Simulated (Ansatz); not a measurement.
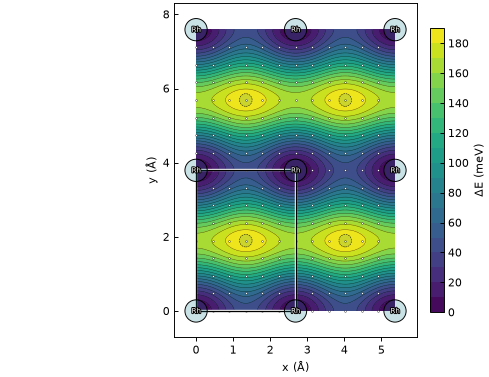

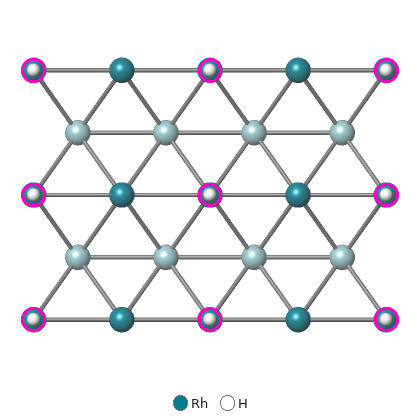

Energy landscape of H on a Rh(110) slab cut from the Fm-3m phase, its upper half relaxed before the scan (8 atoms of substrate and one adsorbate in a 2 × 1 cell). 
- H is moved over the surface cell at a fixed height above a rigid substrate; the origin of the map has the adsorbate above Rh7; the height is held at 3.30 Å.
- Places are given modulo a cell vector. The map is drawn in real space over the plane of the surface.
- The grid has 6 × 8 points; 20 points were computed and 28 follow by symmetry.
- Places are given in fractions of the 1 × 1 surface cell.
- All energies are given in meV relative to the lowest grid point.
- The runs have no spin polarisation, so an open-shell adsorbate far from the surface lies too high. At a fixed height the lowest place need not be the adsorption site.
- These are results of DFT PBE+D3(BJ), scalar-relativistic, plane waves, PAW (Ansatz 0.2.0), not measurements. Settings: cutoff 420 eV, k-mesh 5×7×1, gaussian smearing 0.1 eV, no spin polarisation.

In the figure: filled contours, dots at the grid points, labelled circles for the atoms of the top layer and small ones for the second layer, the outline of one cell of the 2 × 2 shown. Between grid points the surface is interpolated. The second picture is the structure at the lowest point; rings mark the moved atoms.

### Where are the wells?

The lowest grid point is at the top site over a surface Rh atom, (0/6, 0/8) of the cell vectors. No other kind of well shows on this grid. The highest grid point, a fourfold hollow over a second-layer Rh atom, (3/6, 4/8) of the cell vectors, lies 189 meV above the lowest. On the interpolated surface the easiest way out of the lowest well to its copy in the next cell or period passes a barrier of about 46 meV.

The values on the grid:

```tsv
second ↓, first →	0/6	1/6	2/6	3/6	4/6	5/6
7/8	23	34	55	66	55	34
6/8	80	89	107	116	107	89
5/8	140	146	160	167	160	146
4/8	165	171	183	189	183	171
3/8	140	146	160	167	160	146
2/8	80	89	107	116	107	89
1/8	23	34	55	66	55	34
0/8	0	11	34	46	34	11
```

The whole map (20 points run) took 12 min on 2 threads of Arm Neoverse V1, with other jobs on the host.

PAW datasets: the set soft_1.
